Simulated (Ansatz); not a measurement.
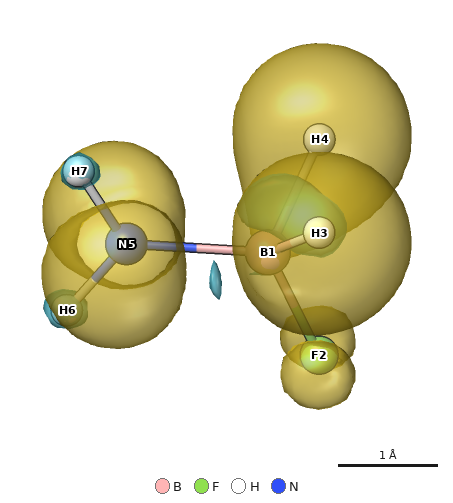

Figure. BFH4N (doublet). Isosurfaces of the spin density at +0.02 (yellow) and −0.02 e/Å³ (cyan), seen at a tilt.

Method: UKS PBE0-D4/def2-SVP (Ansatz 0.2.0).

```yaml
atoms:
  - { symbol: B, position_ang: [0.0476, -0.1693, 1.0259] }
  - { symbol: F, position_ang: [0.1491, -1.4763, 0.6609] }
  - { symbol: H, position_ang: [0.8935, 0.6220, 0.4732] }
  - { symbol: H, position_ang: [-0.7943, 0.5269, 0.3512] }
  - { symbol: N, position_ang: [-0.0684, 0.0989, 2.4353] }
  - { symbol: H, position_ang: [-0.0773, -0.6371, 3.1328] }
  - { symbol: H, position_ang: [-0.1502, 1.0349, 2.8107] }
```

Question: Where is the unpaired spin?

Answer: The unpaired spin (1 electron) lies mostly on N5 (about 0.3), H4 (about 0.2), H3 (about 0.2) and B1 (about 0.2), in electrons by Hirshfeld's partition.
